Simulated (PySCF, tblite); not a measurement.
**C4H7BClF: geometry, infrared bands and NMR shifts**

Wanted: the infrared bands and NMR shifts of C4H7BClF (`FB(Cl)C1CCC1`), by calculation.

The runs use tblite 0.8.0 and PySCF 2.14.0, with density-fitted response routines of our own; the level of theory stands in each step. All values are computed, except where a source is named. Atoms count from 0, in the outputs and in this text.

## 1. The starting structure

14 atoms, charge 0, multiplicity 1; geometry from: force field or distance geometry start.

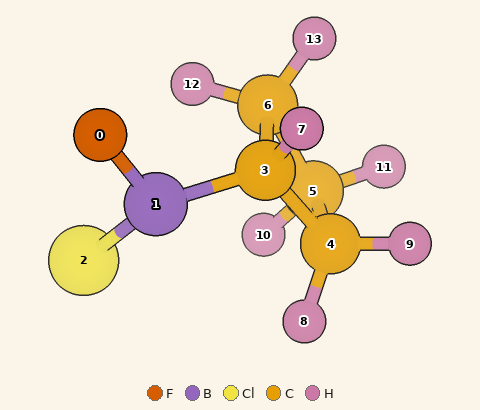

As it starts; fluorine orange, boron purple, chlorine yellow, carbon amber, hydrogen pink, atoms numbered.

## 2. Optimising the geometry with GFN2-xTB

What the job is given:

```
{"job": {"kind": "relax", "xc": "GFN2-xTB", "basis": "xTB"}, "charge": 0, "multiplicity": 1}
F      2.604600     1.433600     0.553700
B      1.566200     0.954500    -0.369300
Cl     2.141700    -0.323800    -1.586500
C      0.143100     0.757700     0.308100
C     -0.997000     0.491900    -0.605700
C     -0.889000    -0.975800    -0.238900
C      0.036000    -0.648500     0.902800
H     -0.094700     1.477300     1.119600
H     -0.826800     0.693100    -1.687500
H     -1.989600     0.919900    -0.326600
H     -0.445000    -1.533600    -1.076200
H     -1.847600    -1.374100     0.171400
H      1.012400    -1.182000     0.899600
H     -0.415000    -0.690900     1.913400
```

On the command line:

```sh
OMP_NUM_THREADS=1 python probes_run.py task.json out
```

This one command runs all jobs of the session in turn.

**Question.** This job is followed by: GFN2-xTB harmonic vibrations, gas phase; GIAO PBE0/pcSseg-1 NMR shielding, non-relativistic, gas phase. What will the session give for the following? strongest single infrared mode (GFN2-xTB); zero-point energy (GFN2-xTB); 13C shifts against TMS (PBE0/pcSseg-1, means over atoms taken as alike); 1H shifts against TMS (PBE0/pcSseg-1, means over atoms taken as alike); 19F shifts against CFCl3 (PBE0/pcSseg-1); 11B shifts against BF3·OEt2 (PBE0/pcSseg-1); 35Cl shifts against HCl (PBE0/pcSseg-1); surface potential, least and greatest.

As calculated:

| quantity | value |
| --- | --- |
| strongest single infrared mode (GFN2-xTB) | 907 cm⁻¹, 157 km/mol |
| zero-point energy (GFN2-xTB) | 67.3 kcal/mol |
| 13C shifts against TMS (PBE0/pcSseg-1, means over atoms taken as alike) | 24.7, 23.3, 20.5 ppm |
| 1H shifts against TMS (PBE0/pcSseg-1, means over atoms taken as alike) | 2.48, 2.44, 2.20, 2.01, 1.97 ppm |
| 19F shifts against CFCl3 (PBE0/pcSseg-1) | -15.6 ppm |
| 11B shifts against BF3·OEt2 (PBE0/pcSseg-1) | 47.2 ppm |
| 35Cl shifts against HCl (PBE0/pcSseg-1) | 150 ppm |
| surface potential, least and greatest | -0.75 V and 1.28 V |

**Reading.** Relaxing lowered the energy by 1.051 eV in 43 steps; the close pair that moved most is B1–Cl2, from 1.857 to 1.713 Å. All 36 modes are real, so the xTB geometry is a minimum. The strongest single mode, at 907 cm⁻¹, is spread over many atoms; the largest shares are those of B1. GFN2-xTB is a fitted tight-binding method: band positions and strengths are rough. Its intensities can rank the bands wrongly. At PBE0/pcSseg-1: Shielding is most anisotropic at Cl2 (span 409 ppm, paramagnetic term -349 ppm). By nearest atom (PBE0/pcSseg-1), the HOMO sits on C3 20 %; B1 13 % and the LUMO on B1 53 %; Cl2 12 %.
